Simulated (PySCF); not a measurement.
NMR shielding calculation of C$_{4}$H$_{6}$

System: C$_{4}$H$_{6}$ (1,3-butadiene), SMILES C=CC=C.
Method: GIAO PBE0/STO-3G NMR shielding, non-relativistic, gas phase (PySCF 2.14.0).

Some settings of this run were made unusual or wrong on purpose. The geometry comes from this level: GFN2-xTB, MD frame at 5700 fs, 400 K.

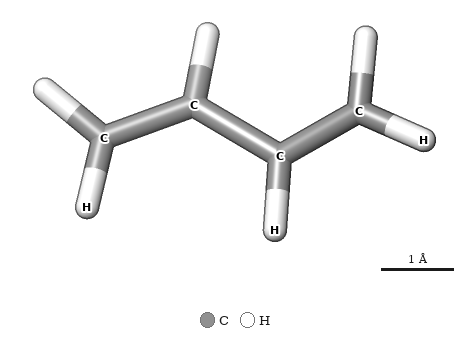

Figure 1. The structure (stick view, seen at a tilt). Bond lengths as drawn: C–C 1.33 to 1.44 Å and C–H 1.04 to 1.10 Å.

Input file
```
{"job": {"kind": "nmr", "xc": "PBE0", "basis": "STO-3G", "pop": false}, "charge": 0, "multiplicity": 1}
C      3.131423    -0.003665    -1.553476
C      3.136808     1.315178    -1.320731
C      4.174995     2.245980    -1.699506
C      4.439383     3.342517    -0.995629
H      3.917025    -0.500754    -2.061116
H      2.397379    -0.615542    -1.080289
H      2.295539     1.791472    -0.820252
H      5.045269     1.886302    -2.262339
H      5.258097     4.046090    -1.081102
H      3.758203     3.682020    -0.284636
```

The first line tells a small driver script what to run in PySCF; the rest is the geometry in Å.

Run on 1 CPU thread, shared host.

Run as:
```bash
OMP_NUM_THREADS=1 python <driver script> task.json out
```

What the program printed
```
coarse grid: 8064 points
cycle   1  E = -153.8878751115  dE =  4.754e-01  |g| = 1.416e-01  |ddm| = 4.023e+00
cycle   2  E = -153.8936461995  dE = -5.771e-03  |g| = 7.118e-02  |ddm| = 3.359e-01
cycle   3  E = -153.8950911388  dE = -1.445e-03  |g| = 2.850e-02  |ddm| = 1.194e-01
cycle   4  E = -153.8953067567  dE = -2.156e-04  |g| = 1.091e-02  |ddm| = 4.646e-02
cycle   5  E = -153.8953445497  dE = -3.779e-05  |g| = 1.205e-03  |ddm| = 1.389e-02
cycle   6  E = -153.8953450137  dE = -4.640e-07  |g| = 2.356e-04  |ddm| = 1.802e-03
final grid: 77064 points
cycle   7  E = -153.8815375368  dE = -8.293e-06  |g| = 2.414e-03  |ddm| = 1.209e-02
cycle   8  E = -153.8815389292  dE = -1.392e-06  |g| = 1.393e-03  |ddm| = 5.652e-03
cycle   9  E = -153.8815394927  dE = -5.635e-07  |g| = 5.629e-04  |ddm| = 2.392e-03
cycle  10  E = -153.8815395972  dE = -1.046e-07  |g| = 9.974e-06  |ddm| = 7.355e-04
cycle  11  E = -153.8815395973  dE = -2.814e-11  |g| = 5.309e-06  |ddm| = 1.979e-05
```

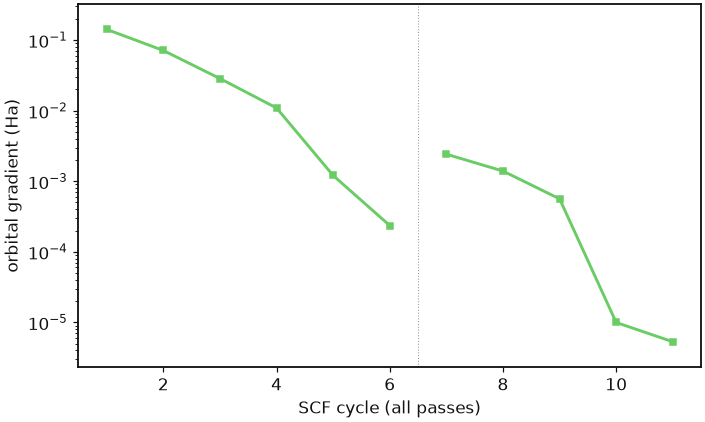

Figure 2. Convergence of the self-consistent field: orbital gradient against the SCF cycle. The dotted line marks the change from a coarse to the final integration grid. The first 6 cycles use a coarse grid, the final grid takes over at cycle 7, and the field converges after 11 cycles in all.

```
converged SCF energy = -153.8815395973

GIAO shielding tensors (ppm)
atom      isotropic    diamagn.    paramagn.     s11        s22        s33       span
  0 C      133.321     256.074    -122.753     48.686    134.123    217.152    168.466
  1 C      121.104     257.596    -136.491     34.259    122.163    206.891    172.631
  2 C      124.751     241.466    -116.715     37.592    124.702    211.959    174.367
  3 C      127.981     254.209    -126.228     44.002    122.524    217.418    173.415
  4 H       28.004      30.965      -2.961     25.316     27.076     31.619      6.303
  5 H       27.754      36.446      -8.691     25.354     26.736     31.172      5.818
  6 H       26.488      39.218     -12.730     24.607     25.680     29.177      4.570
  7 H       26.649      23.006       3.643     24.631     25.723     29.593      4.962
  8 H       27.195      26.326       0.869     25.542     26.456     29.586      4.044
  9 H       28.283      34.856      -6.573     25.684     26.851     32.313      6.629
```

What the run reported

- outcome: converged
- total energy: −153.881540 hartree
- HOMO: −4.99 eV
- LUMO: 1.96 eV
- dipole moment: 0.26 D
- isotropic shielding, C: 121.1 to 133.3 ppm
- isotropic shielding, H: 26.5 to 28.3 ppm
- wall time: 1.2 s
- peak memory: 0.49 GiB

Diagnosis

Some settings of this run were drawn to be unusual or wrong. It converged; results that depend on the unusual settings are not reference values.
